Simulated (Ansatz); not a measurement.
Consider Br2Ge (charge −1, quartet).

The calculation's input:

```
crystal:
  periodic: [false, false, false]
  atoms:
    - {symbol: Ge, position_ang: [0.000016, -0.000052, -0.000003]}
    - {symbol: Br, position_ang: [-2.398109, -0.910543, 0.079561]}
    - {symbol: Br, position_ang: [2.398093, 0.910594, -0.079559]}
basis:
  gaussian: {orbitals: def2-TZVPD, initial_orbitals: start.molden}
total_charge: -1
magnetization: {spin_polarized: true, initial_magnetization: 3}
hamiltonian: {xc: pbe0, dispersion: d4}
scf: {omitted_lower_state_checks: [starts]}
output: {orbitals: {seedname: orbitals}}
```

Launched as:

```sh
ansatz run in.yaml --threads 4 --pin off --events-out ev --progress --plain --max-ram 3916MiB
```

Geometry: B3LYP-D4/def2-TZVPD.

The calculation used UKS PBE0-D4/def2-TZVPD in Ansatz 0.2.0.

**What can the converged electron density, electron localisation function and spin density tell about the bonding?**

Ge–Br (2.57 Å): ρ is about 0.4 e/Å³ halfway; the ELF peaks at about 0.70 in the valence shell of Br, 1.0 Å from its nucleus, and is about 0.55 at the midpoint.
The unpaired spin (3 electrons) lies mostly on Ge1 (about 2.1), Br2 (about 0.5) and Br3 (about 0.5), in electrons by Hirshfeld's partition.

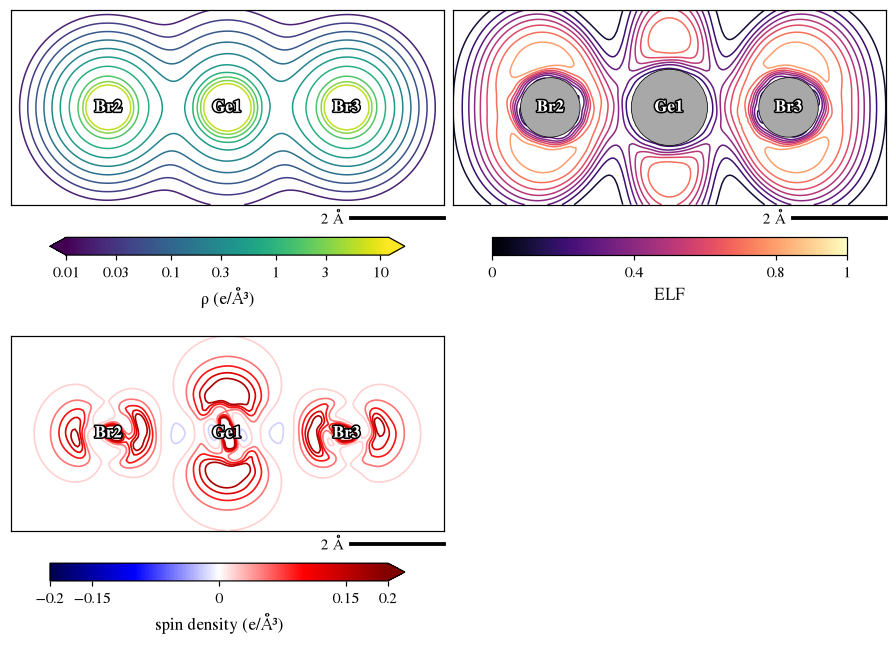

Computed electron density, electron localisation function and spin density on a plane that holds the molecular axis, in this order. Grey discs cover the atomic cores in the ELF map. 
